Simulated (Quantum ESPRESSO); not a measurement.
**Cost against accuracy: ecutwfc for YAl₂ (Fd-3m, 6 atoms in the cell)**

```yaml
crystal:
  lattice:
    - [0.00000, 4.01941, 4.01941]
    - [4.01941, 0.00000, 4.01941]
    - [4.01941, 4.01941, 0.00000]
  atoms:
    - { symbol: Y, position: [0.75000, 0.75000, 0.75000] }
    - { symbol: Y, position: [0.50000, 0.50000, 0.50000] }
    - { symbol: Al, position: [0.12500, 0.62500, 0.12500] }
    - { symbol: Al, position: [0.12500, 0.12500, 0.12500] }
    - { symbol: Al, position: [0.62500, 0.12500, 0.12500] }
    - { symbol: Al, position: [0.12500, 0.12500, 0.62500] }
```

Method of the run: PBEsol, GBRV 1.5 ultrasoft (PBESOL) pseudopotentials (plane waves; Quantum ESPRESSO).

Base settings: ecutwfc = 40 Ry; ecutrho = 320 Ry; occupations = smearing; smearing = cold; degauss = 0.0099958 Ry; potentials = {Y: y_pbesol_v1.4.uspp.F.UPF, Al: al_pbesol_v1.uspp.F.UPF}; K_POINTS = automatic 10 10 10 0 0 0; conv_thr = 1e-10 Ry.

Misses are taken against the tightest run, 60 Ry (ecutrho: 320 Ry → 480 Ry), which need not be fully converged itself. The energy is the free energy per atom.

The count of work is k-points × plane waves × bands × iterations; it is no time, and leaves out set-up, grids and terms that scale otherwise. Core times come from one kind of shared machine and are given to one figure; runs under 30 s give none.

The starting cell comes from a database of computed structures (which also holds hypothetical and non-ambient phases and stackings), without a prior relaxation at this level. Its lattice was rescaled by a random factor within 2.5 % of one. In the base run, with a pressure of about -6 GPa the cell is away from its equilibrium volume at this level.

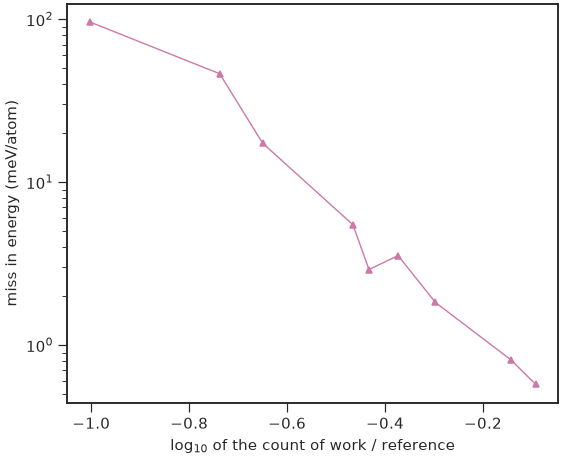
Figure: Miss against the count of work; the reference run is not drawn, and misses under 0.1 meV/atom are drawn there.

```tsv
ecutwfc	energy less reference (meV/atom)	pressure less reference (GPa)	count of work / reference	core time / reference (rough)
16 Ry (ecutrho: 320 Ry → 128 Ry)	96.39	-1.33	0.099	–
20 Ry (ecutrho: 320 Ry → 160 Ry)	46.32	-0.81	0.18	0.1
24 Ry (ecutrho: 320 Ry → 192 Ry)	17.35	-0.55	0.22	0.1
28 Ry (ecutrho: 320 Ry → 224 Ry)	5.48	-0.12	0.34	0.3
32 Ry (ecutrho: 320 Ry → 256 Ry)	3.54	0.03	0.42	0.3
36 Ry (ecutrho: 320 Ry → 288 Ry)	2.91	0.00	0.37	0.3
40 Ry	1.83	-0.02	0.50	0.6
46 Ry (ecutrho: 320 Ry → 368 Ry)	0.81	0.01	0.72	0.6
52 Ry (ecutrho: 320 Ry → 416 Ry)	0.57	0.02	0.81	0.9
60 Ry (ecutrho: 320 Ry → 480 Ry)	0.00	0.00	1.0	1
```

Coarsest setting among those run that, with all tighter ones, holds the energy within 5 meV/atom of the reference: 32 Ry (ecutrho: 320 Ry → 256 Ry), off by 3.5 meV/atom; it needs 0.42 of the reference's count of work and about 0.3 of the reference's time.

Coarsest setting among those run that, with all tighter ones, holds the energy within 2 meV/atom of the reference: 40 Ry, off by 1.8 meV/atom; its saving against the reference is no more than about a factor of 2 in the count of work.

Smallest miss in the energy for at most 0.3 times the reference's count of work: 24 Ry (ecutrho: 320 Ry → 192 Ry), with a miss of 17 meV/atom at a count of 0.22.

The step from 24 Ry (ecutrho: 320 Ry → 192 Ry) to 40 Ry: it takes the miss in the energy from 17 to 1.8 meV/atom, for 2.3 times the count of work and roughly 5 times the time.
